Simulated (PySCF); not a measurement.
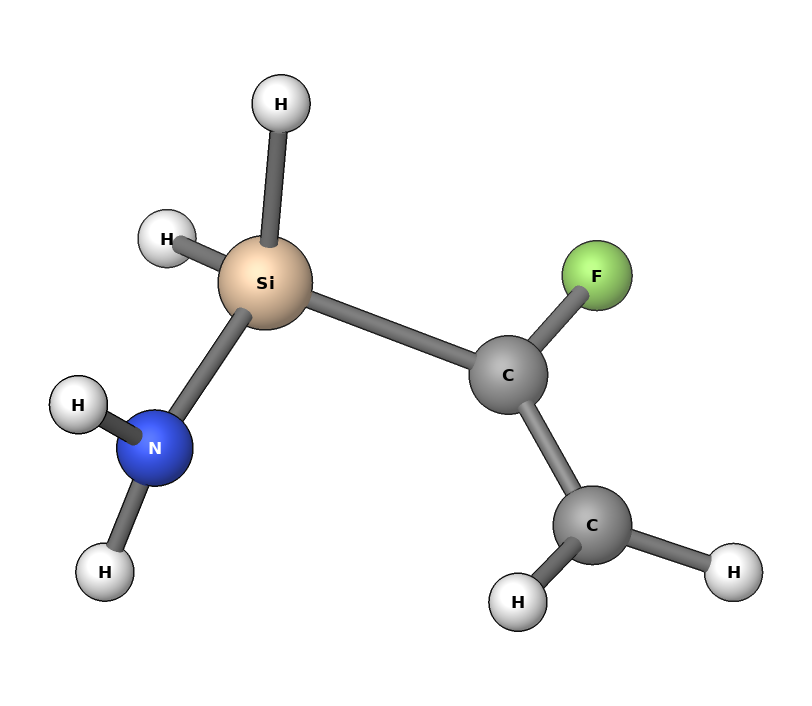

A ball-and-stick model of a molecule.

Question: Count the atoms of each element.

Answer: C₂H₆FNSi, 11 atoms: 2 carbon, 6 hydrogen, 1 fluorine, 1 nitrogen and 1 silicon.

Question: Name functional groups in it.

Answer: Among them: alkene, C–F bond, Si–H bond, Si–N bond.

Question: Describe its rings.

Answer: It has no ring.

Question: What is the point group of this geometry?

Answer: C1.

More results for the same structure follow; atom numbers are the same in all pictures, views and colours differ. The geometry was computed by an optimisation with PBE0-D3(BJ)/def2-SVP. No frequency run is at hand to confirm it as a minimum.

**Geometry**

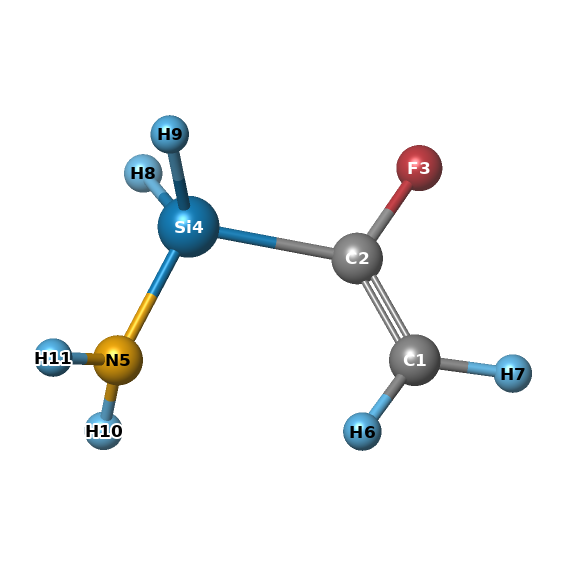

Numbered structure. No frequency run is at hand to confirm it as a minimum.

Give these bond angles: C2–C1–H6, C2–C1–H7, C1–C2–F3, C1–C2–Si4, F3–C2–Si4, C2–Si4–N5, C2–Si4–H8, C2–Si4–H9, N5–Si4–H8, N5–Si4–H9, Si4–N5–H10, Si4–N5–H11.

| angle | degrees |
| --- | --- |
| C2–C1–H6 | 118.6 |
| C2–C1–H7 | 121.8 |
| C1–C2–F3 | 120.2 |
| C1–C2–Si4 | 125.2 |
| F3–C2–Si4 | 114.6 |
| C2–Si4–N5 | 108.6 |
| C2–Si4–H8 | 106.4 |
| C2–Si4–H9 | 110.6 |
| N5–Si4–H8 | 115.8 |
| N5–Si4–H9 | 107.1 |
| Si4–N5–H10 | 121.6 |
| Si4–N5–H11 | 119.9 |

**Quadrupole coupling**

No frequency run is at hand to confirm it as a minimum. Electric field gradients from the ground-state density, B3LYP/6-31G* (PySCF 2.14.0), non-relativistic apart from any core potentials.

Give the largest field-gradient component, the quadrupole coupling constant and the asymmetry for 14N at N5 (Q = 20.44 mb), 2H at H6 (Q = 2.86 mb), 2H at H7 (Q = 2.86 mb), 2H at H8 (Q = 2.86 mb), 2H at H9 (Q = 2.86 mb).

```tsv
atom	V_zz (a.u.)	e²qQ/h (MHz)	η
N5	−0.924	−4.44	0.29
H6	0.292	0.196	0.06
H7	0.292	0.196	0.05
H8	0.142	0.096	0.01
H9	0.146	0.098	0.04
```

**Dipole moment**

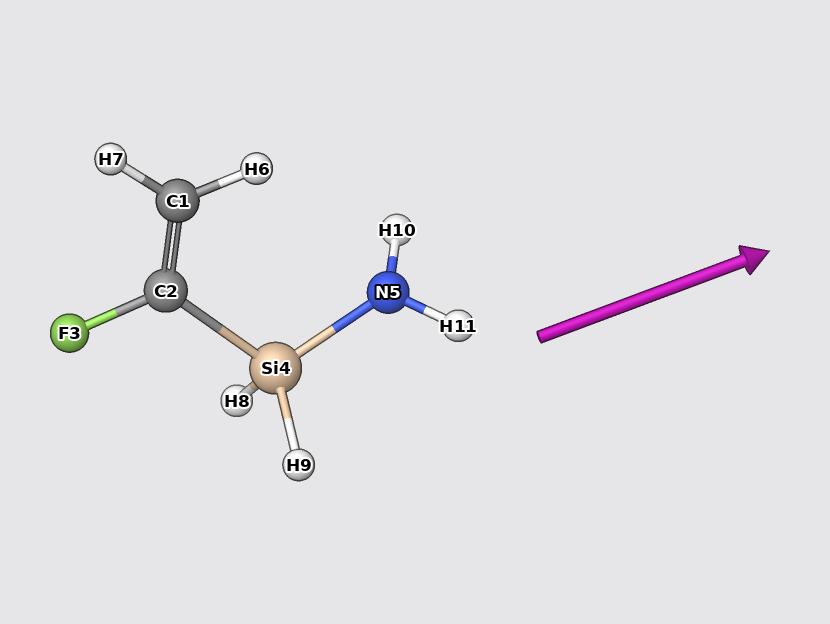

The arrow beside the molecule shows the direction of the dipole moment, from the negative to the positive end (its length means nothing). No frequency run is at hand to confirm it as a minimum. Level of theory: B3LYP/6-31G*, gas phase (PySCF 2.14.0).

Question: Estimate the dipole moment.

Answer: 2.56 D; it points from the side of F3 to the side of H10, H11 (the outermost atoms at the two ends).

**Core levels**

No frequency run is at hand to confirm it as a minimum. Properties computed with delta-SCF UKS SCAN, def2-TZVP on the ionised atom, pcseg-1 elsewhere, spin-free X2C (PySCF 2.14.0).

Give the core-electron binding energies (to vacuum; p and d levels without spin–orbit splitting) of C1 1s, C2 1s, F3 1s, Si4 1s, Si4 2p, N5 1s.

| atom | level | binding energy (eV) |
| --- | --- | --- |
| C1 | 1s | 290.7 |
| C2 | 1s | 292.6 |
| F3 | 1s | 693.4 |
| Si4 | 1s | 1850.8 |
| Si4 | 2p | 107.6 |
| N5 | 1s | 405.5 |
